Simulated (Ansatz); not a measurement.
**B₄ (quintet): density, localisation and related maps**

```xyz
4

B    -0.4623    0.6937    0.0387
B     0.4626   -0.6938   -0.0332
B    -1.1722   -0.7836    0.0432
B     1.1720    0.7837   -0.0487
```

Geometry: PBE-D4/def2-TZVP.

Level of theory: UKS PBE0-D4/def2-TZVP in Ansatz 0.2.0.

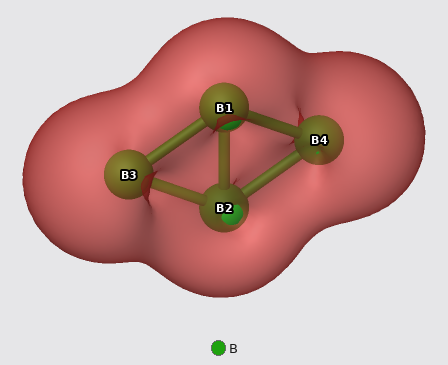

Figure 1. Isosurfaces of the spin density (α minus β) at +0.05 (red) and −0.05 e/Å³ (blue), seen at a tilt.

**Where is the unpaired spin?**

The unpaired spin (4 electrons) lies mostly on B3 (about 1.2), B4 (about 1.2), B1 (about 0.8) and B2 (about 0.8), in electrons by Hirshfeld's partition. Only one sign reaches the isovalue.

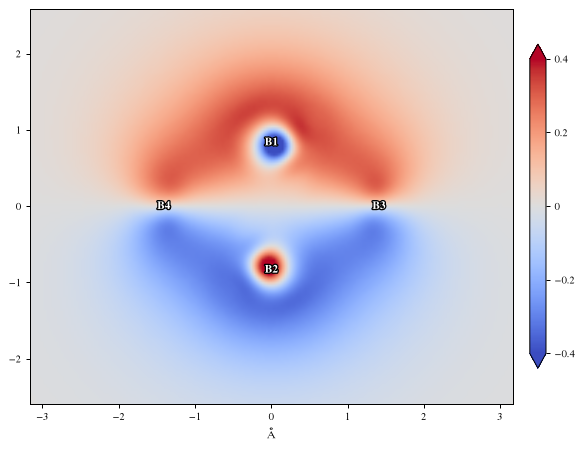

Figure 2. The HOMO−1 (β) on the molecular plane (values in Å⁻³ᐟ²; the overall sign is arbitrary).

**Where does this orbital lie, and at what energy?**

Its weight (Hirshfeld) is mainly on B1 (about 35 %), B2 (about 35 %), B3 (about 15 %) and B4 (about 15 %); it is symmetric in the molecular plane (an in-plane orbital: σ, lone-pair or in-plane π type); it is ungerade (odd under inversion). Its energy is −8.79 eV.

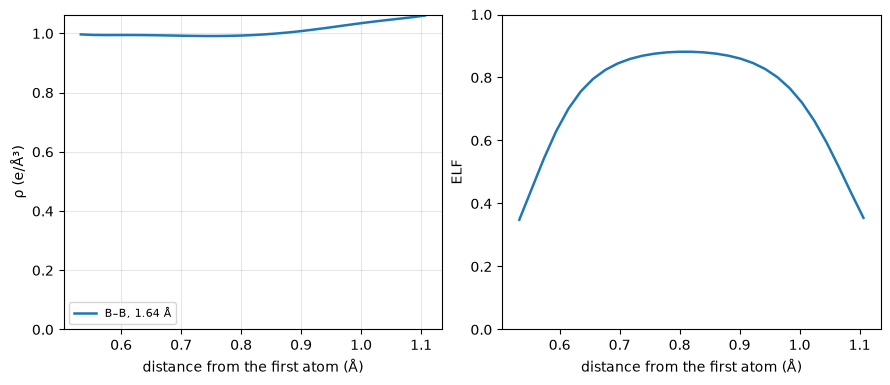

Figure 3. Total electron density and ELF along straight lines between neighbouring atoms. The curves leave out the atomic cores.

**What kind of bonding do the profiles show?**

B–B (1.64 Å): ρ is about 0.99 e/Å³ halfway; the ELF peaks at about 0.90 between the atoms: a shared electron pair.

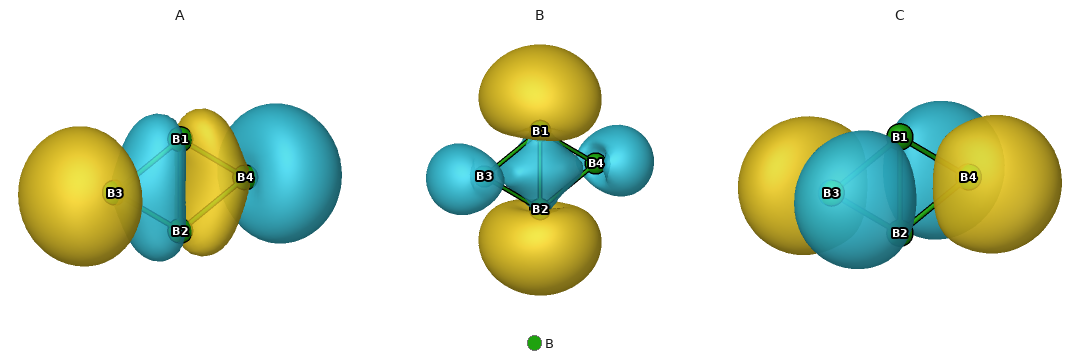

Figure 4. Three frontier orbitals at ±0.1 Å⁻³ᐟ² (yellow and cyan are the two phases), in no order.

**Order the three orbitals by energy and name them. All are α orbitals.**

A is the HOMO−1 (α) (−7.53 eV). By Hirshfeld shares it lies mainly on B3 (about 40 %), B4 (about 40 %), B1 (about 10 %) and B2 (about 10 %); it is symmetric in the molecular plane (an in-plane orbital: σ, lone-pair or in-plane π type); it is ungerade (odd under inversion). B is the HOMO (α) (−6.29 eV). Its weight (Hirshfeld) is mainly on B1 (about 40 %), B2 (about 40 %), B3 (about 10 %) and B4 (about 10 %); it is symmetric in the molecular plane (an in-plane orbital: σ, lone-pair or in-plane π type); it is gerade (even under inversion). C is the LUMO (α) (−3.10 eV). By Hirshfeld shares it lies mainly on B3 (about 40 %) and B4 (about 40 %); it changes sign across the molecular plane (π type); it is gerade (even under inversion); π-antibonding (a node) across B1–B2.

**What is the gap between the highest occupied and lowest empty α orbitals?**

3.19 eV between the orbital energies.
